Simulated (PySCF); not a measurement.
```xyz
16

C    -2.8217   -0.5567    0.0907
N    -1.4984   -0.6606   -0.2583
C    -0.4512   -0.2687    0.6573
C    -0.0262    1.1541    0.4194
C     1.1976    1.1761   -0.0947
C     1.7507   -0.2272   -0.0979
C     2.9176   -0.3016    0.7697
N     3.8301   -0.3247    1.4567
O     0.7027   -1.0467    0.4072
H    -3.0789   -0.7338    1.1154
H    -3.5521   -0.6704   -0.6822
H    -1.2874   -0.4839   -1.2316
H    -0.8150   -0.4665    1.6743
H    -0.7002    1.9739    0.5730
H     1.7748    2.0121   -0.4387
H     2.0500   -0.5665   -1.1042
```

Geometry: GFN2-xTB.

Level of theory: PySCF, UKS B3LYP, pcH-1 on C H N O, non-relativistic, mean-field spin-orbit, GIAO.

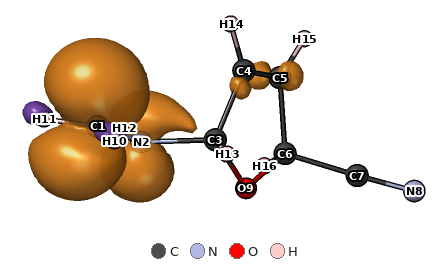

C6H7N2O (doublet). Isosurfaces of the spin density at +0.02 (orange) and −0.02 e/Å³ (purple), seen at a tilt.

Question: Describe the spin distribution.

Answer: The unpaired spin (1 electron) lies mostly on C1 (about 0.6) and N2 (about 0.2), in electrons by Hirshfeld's partition.
